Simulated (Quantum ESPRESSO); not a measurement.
## FePt: energy over the lowest against total spin moment, fitted and tested on a withheld row

System: FePt, 1 Fe and 1 Pt in the cell, space group P4/mmm. Cell as run: a = 2.724, b = 2.724, c = 3.713 Å, angles 90.0, 90.0, 90.0°, 2 atoms. From the study “FePt: energy against a fixed spin moment”.

Method: PBE; plane waves with GBRV 1.5 PBE potentials (Quantum ESPRESSO 7.5). Settings shared by all rows: cutoff 544.23 eV, 12×12×12 k-mesh, fermi-dirac occupations, smearing width 0.05 eV. The cell holds one seeded atom, so opposed orders, which may lie lower, cannot form in it.

Results; the value marked ? is withheld:

| total spin moment (μB a cell) | energy over the lowest (meV a cell) |
| --- | --- |
| 0 | 790.5 |
| 0.501 | 765.5 |
| 1.002 | 690.2 |
| 1.503 | 563.4 |
| 2.004 | 390.2 |
| 2.505 | 200.3 |
| 3.006 | 40.3 |
| 3.34 | 0.0 |
| 3.507 | 11.5 |
| 4.008 | 219.1 |
| 4.509 | ? |

Fit the rows given and predict the energy over the lowest at total spin moment = 4.509 μB a cell.

**Law.** Time reversal makes the energy at fixed moment even in the moment, so it is expanded as a Landau series in M². In symbols, E = c0 + c2 M² + c4 M⁴ + c6 M⁶, with energy over the lowest in meV a cell.

**Fit.** Least squares on 10 rows gives c0 = 793.321, c2 = -105.456, c4 = 0.17369 and c6 = 0.25973.

| total spin moment (μB a cell) | computed | fit | computed − fit |
| --- | --- | --- | --- |
| 0 | 790.5 | 793.32 | -2.82 |
| 0.501 | 765.5 | 766.87 | -1.37 |
| 1.002 | 690.2 | 687.88 | 2.32 |
| 1.503 | 563.4 | 558.98 | 4.42 |
| 2.004 | 390.2 | 389.43 | 0.77 |
| 2.505 | 200.3 | 202.60 | -2.30 |
| 3.006 | 40.3 | 46.23 | -5.93 |
| 3.34 | 0.0 | -0.91 | 0.91 |
| 3.507 | 11.5 | 5.80 | 5.70 |
| 4.008 | 219.1 | 220.77 | -1.67 |

The fit has a minimum at M = 3.38 μB a cell. Its quadratic term is negative, which makes M = 0 a maximum of the fitted curve.

**Prediction.** At total spin moment = 4.509 μB a cell the law predicts 903.83 meV a cell. The computed value is 735.6 meV a cell, 168.23 below the prediction (18.6 % of it). The row lies beyond the fitted rows, so this is an extrapolation. The miss is 50 times the rms residual of the fit, 3.35.

So the prediction fails: the law follows the fitted rows but not this one.

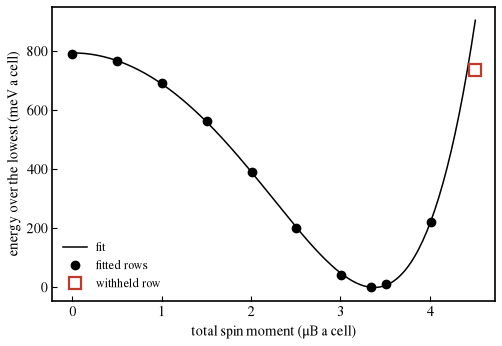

The rows, the fitted law and the withheld row.

[Hosts, paths, dates, database ids (printed as entryN), source tags and the programs' standing remarks are cut or masked in the printed files.]

[Where a cell is said to come from a database of computed structures, the database is the Materials Project.]
